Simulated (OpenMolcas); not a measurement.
# Geometry relaxation, with input and output: SiH₂Br₂ (part 1 of 3)

The run: geometry relaxation of SiH₂Br₂, SMILES Br[SiH2]Br. Method and program: HF/pcseg-1, RHF (OpenMolcas 26.06).

The geometry comes from this level: PBE0-D4/def2-TZVP.

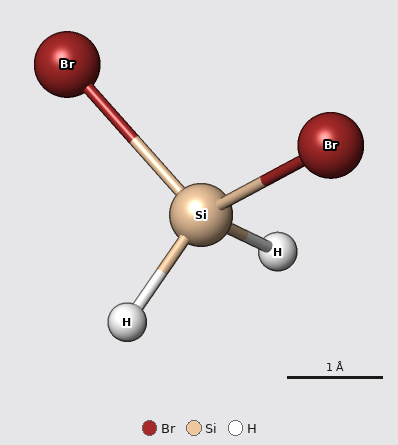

*The structure as given in the input (ball-and-stick view, seen at a tilt).*

Bond lengths as drawn: Br–Si 2.21 Å and H–Si 1.48 Å.

### Input file
```
&GATEWAY
BASLIB
$CurrDir
COORD
5
bohr
Br    -3.16092599    -2.34191869     0.68466667
Si     0.29901136    -0.08747542     0.10333022
Br    -0.55854635     3.42826555    -1.96911352
H      2.08518050    -1.59347376    -1.42052603
H      1.33526158     0.59458343     2.60164265
BASIS
pcseg-1
GROUP
NoSym
>>> EXPORT MOLCAS_MAXITER=40
>>> Do While
&SEWARD
&SCF
PRORBITALS
0
&SLAPAF
>>> EndDo
```

Hardware: 1 thread of Arm Neoverse V1, 24 GiB of memory available, shared host.

Launched with:
```bash
export MOLCAS_MEM=1860
pymolcas job.input > job.log
```

### What the program printed
```
--- Start Module: gateway ---

                                              &GATEWAY

                       available to each process: 1.9 GB of memory, 1 thread

 Basis Set     1 Label: BR.PCSEG-1
 Basis set is read from library:.
 basistype.tbl is not found

 Basis Set     2 Label: SI.PCSEG-1
 Basis set is read from library:.
 basistype.tbl is not found

 Basis Set     3 Label: BR.PCSEG-1
 Basis set is read from library:.
 basistype.tbl is not found

 Basis Set     4 Label: H.PCSEG-1
 Basis set is read from library:.
 basistype.tbl is not found

++    Symmetry information:
      ---------------------

                    Character Table for C1

                             E
                    a        1  x, y, xy, Rz, z, xz, Ry, yz, Rx, I
--

++    Basis set information:
      ----------------------

      Basis set label: BR.PCSEG-1.........

      Electronic valence basis set:
      ------------------
      Associated Effective Charge  35.000000 au
      Associated Actual Charge     35.000000 au
      Nuclear Model: Point charge

      Shell  nPrim  nBasis  Cartesian Spherical Contaminant
         s      14       5        X
         p      11       4        X
         d       7       2                 X

      Basis set label: SI.PCSEG-1.........

      Electronic valence basis set:
      ------------------
      Associated Effective Charge  14.000000 au
      Associated Actual Charge     14.000000 au
      Nuclear Model: Point charge

      Shell  nPrim  nBasis  Cartesian Spherical Contaminant
         s      12       4        X
         p       9       3        X
         d       1       1                 X

      Basis set label: BR.PCSEG-1.........

      Electronic valence basis set:
      ------------------
      Associated Effective Charge  35.000000 au
      Associated Actual Charge     35.000000 au
      Nuclear Model: Point charge

      Shell  nPrim  nBasis  Cartesian Spherical Contaminant
         s      14       5        X
         p      11       4        X
         d       7       2                 X

      Basis set label: H.PCSEG-1.........

      Electronic valence basis set:
      ------------------
      Associated Effective Charge   1.000000 au
      Associated Actual Charge      1.000000 au
      Nuclear Model: Point charge

      Shell  nPrim  nBasis  Cartesian Spherical Contaminant
         s       4       2        X
         p       1       1        X
--

++    Molecular structure info:
      -------------------------

                    ************************************************
                    **** Cartesian Coordinates / bohr, angstrom ****
                    ************************************************

     Center  Label                x              y              z                     x              y              z
        1      BR1             -3.160926      -2.341919       0.684667             -1.672690      -1.239290       0.362310
        2      SI2              0.299011      -0.087475       0.103330              0.158230      -0.046290       0.054680
        3      BR3             -0.558546       3.428266      -1.969114             -0.295570       1.814160      -1.042010
        4      H4               2.085180      -1.593474      -1.420526              1.103430      -0.843230      -0.751710
        5      H5               1.335262       0.594583       2.601643              0.706590       0.314640       1.376730

                    ***************************************
                    *    InterNuclear Distances / bohr    *
                    ***************************************

               1 BR1           2 SI2           3 BR3           4 H4            5 H5
    1 BR1      0.000000
    2 SI2      4.170328        0.000000
    3 BR3      6.863669        4.170235        0.000000
    4 H4       5.702073        2.789367        5.701588        0.000000
    5 H5       5.702065        2.789370        5.701585        4.639807        0.000000

                    *******************************************
                    *    InterNuclear Distances / angstrom    *
                    *******************************************

               1 BR1           2 SI2           3 BR3           4 H4            5 H5
    1 BR1      0.000000
    2 SI2      2.206842        0.000000
    3 BR3      3.632097        2.206794        0.000000
    4 H4       3.017407        1.476070        3.017150        0.000000
    5 H5       3.017403        1.476071        3.017149        2.455280        0.000000

                    **************************************
                    *    Valence Bond Angles / degree    *
                    **************************************
                          Atom centers                 Phi
                      4 H4       2 SI2      5 H5       112.55
--

            Nuclear Potential Energy            448.27926303 au

--- Stop Module: gateway /rc=_RC_ALL_IS_WELL_ ---

>>> EXPORT MOLCAS_MAXITER = 40

--- Start Module: seward ---

                                              &SEWARD

                       available to each process: 1.9 GB of memory, 1 thread

               SEWARD will generate:
                  Multipole Moment integrals up to order  2
                  Kinetic Energy integrals
                  Nuclear Attraction integrals (point charge)
                  One-Electron Hamiltonian integrals
                  Velocity integrals
                  Orbital angular momentum around ( -1.4999   0.4381  -0.5179 )
                  Velocity quadrupole around ( -1.4999   0.4381  -0.5179 )
                  Two-Electron Repulsion integrals

                   Integrals are discarded if absolute value <: 1.00E-14
                   Integral cutoff threshold is set to       <: 1.00E-16

            Nuclear Potential Energy            448.27926303 au

      Basis set specifications :
      Symmetry species         a
      Basis functions           82

--- Stop Module: seward /rc=_RC_ALL_IS_WELL_ ---
--- Module seward spent 2 seconds ---

--- Start Module: scf ---

                                                &SCF

                       available to each process: 1.9 GB of memory, 1 thread

++    Input section:
      --------------

      Header of the integral files:

      Cartesian coordinates in angstrom:
      -----------------------------------------------------
      No.  Label        X            Y            Z
      -----------------------------------------------------
       1   BR1       -1.67269000  -1.23929000   0.36231000
       2   SI2        0.15823000  -0.04629000   0.05468000
       3   BR3       -0.29557000   1.81416000  -1.04201000
       4   H4         1.10343000  -0.84323000  -0.75171000
       5   H5         0.70659000   0.31464000   1.37673000
      -----------------------------------------------------
      Nuclear repulsion energy =  448.27926303
--

++    Orbital specifications:
      -----------------------

      Symmetry species               1
                                     a
      Frozen orbitals                0
      Occupied orbitals             43
      Secondary orbitals            39
      Deleted orbitals               0
      Total number of orbitals      82
      Number of basis functions     82
--

      Molecular charge                           0.000

++    Optimization specifications:
      ----------------------------

      SCF Algorithm: Conventional
      Minimized density differences are used
      Number of density matrices in core                 5
      Maximum number of NDDO SCF iterations            400
      Maximum number of HF SCF iterations              400
      Threshold for SCF energy change             1.00E-09
      Threshold for density matrix                1.00E-04
      Threshold for Fock matrix                   1.50E-04
      Threshold for linear dependence             1.00E-09
      Threshold at which DIIS is turned on        1.50E-01
      Maximum depth in the DIIS procedure                5
      Maximum depth in the BFGS Hessian update          30
      Threshold at which QNR/C2DIIS is turned on  7.50E-02
      Threshold for Norm(delta) (QNR/C2DIIS)      1.00E-03
      All orbitals punched on: SCFORB
--

      Input vectors read from INPORB
      Orbital file label: *Guess orbitals

++ Convergence information
                                   SCF        iterations: Energy and convergence statistics

Iter     Tot. SCF        One-elec.       Two-elec.     Energy      Max Dij or  Max Fij      DNorm      TNorm      AccCon     Time
         Energy          Energy          Energy        Change      Delta Norm                                                in Sec.

 The total and one-electron energies are shifted by a value of      5000. a.u.

   1  -434.052858954 -3457.768303840  2575.436181853   0.00E+00    2.59E-01*   4.05E-01*    1.86E+01   4.98E+02   None         0.
   2  -434.294099065 -3461.346561838  2578.773199740  -2.41E-01*   1.38E-01*   6.06E-02*    2.07E+00   4.99E+02   EDIIS        0.
   3  -434.327159350 -3461.210748810  2578.604326426  -3.31E-02*   2.81E-02*   1.84E-02*    6.87E-01   4.99E+02   c2DIIS       0.
   4  -434.336363823 -3461.044052060  2578.428425204  -9.20E-03*   1.12E-02*   3.74E-03*    9.78E-02   4.99E+02   QNRc2DIIS    0.
   5  -434.336623041 -3461.090754798  2578.474868724  -2.59E-04*   6.39E-03*   1.12E-03*    1.89E-02   4.99E+02   QNRc2DIIS    0.
   6  -434.336659889 -3461.068472808  2578.452549885  -3.68E-05*   7.81E-04    3.88E-04*    5.17E-03   4.99E+02   QNRc2DIIS    0.
   7  -434.336661577 -3461.075602692  2578.459678082  -1.69E-06*   3.44E-04    5.96E-05     9.81E-04   4.99E+02   QNRc2DIIS    0.
   8  -434.336661687 -3461.077121859  2578.461197139  -1.10E-07*   3.52E-05    8.39E-06     2.95E-04   4.99E+02   QNRc2DIIS    0.
   9  -434.336661688 -3461.075881706  2578.459956985  -1.82E-09*   8.30E-06    2.18E-06     9.04E-05   4.99E+02   QNRc2DIIS    0.
  10  -434.336661689 -3461.076168843  2578.460244121  -1.27E-10    1.84E-06    3.97E-07     3.30E-04   4.99E+02   QNRc2DIIS    0.

       Convergence after  10 Iterations
--

 *****************************************************************************************************************************
 *                                             SCF/KS-DFT Program, Final results                                             *
 *                                                       Final Results                                                       *
 *****************************************************************************************************************************

::    Total SCF energy                              -5434.3366616886
      One-electron energy                           -8461.0761688430
      Two-electron energy                            2578.4602441211
      Nuclear repulsion energy                        448.2792630333
      Kinetic energy (interpolated)                  5437.2216097221
      Virial theorem                                    0.9994694077
      Total spin, S(S+1)                                0.0000000000
      Total spin, S                                     0.0000000000
      Max non-diagonal density matrix element           0.0000017411
      Max non-diagonal Fock matrix element              0.0000001309

      No orbitals printed

++    Molecular charges:
      ------------------

      Mulliken charges per centre
      ---------------------------

                BR1     SI2     BR3     H4      H5
      Total   35.4020 12.9263 35.4021  1.1348  1.1348

      N-E     -0.4020  1.0737 -0.4021 -0.1348 -0.1348

      Total electronic charge=   86.000000

      Total            charge=   -0.000000
--

++    Molecular properties:
      ---------------------

      Charge (e):
                      =   -0.0000
      Dipole Moment (debye):
      Origin of the operator (angstrom)=   -0.7937    0.2318   -0.2741
                   X=  1.4377E+00               Y= -4.2044E-01               Z=  4.9675E-01           Total=  1.5781E+00
      Quadrupole Moment (debye*angstrom):
      Origin of the operator (angstrom)=   -0.7937    0.2318   -0.2741
                  XX= -4.9971E+01              XY= -1.3308E+00              XZ=  1.0830E+00              YY= -5.3211E+01
                  YZ=  4.6693E-01              ZZ= -5.1949E+01
      In traceless form (debye*angstrom)
                  XX=  2.6089E+00              XY= -1.9962E+00              XZ=  1.6244E+00              YY= -2.2512E+00
                  YZ=  7.0039E-01              ZZ= -3.5774E-01
--

--- Stop Module: scf /rc=_RC_ALL_IS_WELL_ ---
--- Module scf spent 2 seconds ---

--- Start Module: slapaf ---

                                              &SLAPAF

                       available to each process: 1.9 GB of memory, 1 thread

--- Stop Module: slapaf /rc=_RC_INVOKED_OTHER_MODULE_ ---

--- Start Module: alaska ---

                                              &ALASKA

                       available to each process: 1.9 GB of memory, 1 thread

                     Threshold for contributions to the gradient: 1.000E-07

                    ********************************************
                    * Symmetry Adapted Cartesian Displacements *
                    ********************************************

           Irreducible representation : a
           Basis function(s) of irrep: x, y, xy, Rz, z, xz, Ry, yz, Rx, I

 Basis Label        Type   Center Phase
   1   BR1          x         1     1
   2   BR1          y         1     1
   3   BR1          z         1     1
   4   SI2          x         2     1
   5   SI2          y         2     1
   6   SI2          z         2     1
   7   BR3          x         3     1
   8   BR3          y         3     1
   9   BR3          z         3     1
  10   H4           x         4     1
  11   H4           y         4     1
  12   H4           z         4     1
  13   H5           x         5     1
  14   H5           y         5     1
  15   H5           z         5     1

                     No automatic utilization of translational and rotational invariance of the energy is employed.

 Conventional ERI gradients!

 **************************************************
 *              Molecular gradients               *
 **************************************************

  Irreducible representation: a
 ------------------------------------------------------------------------------------------
                              X                       Y                       Z
```
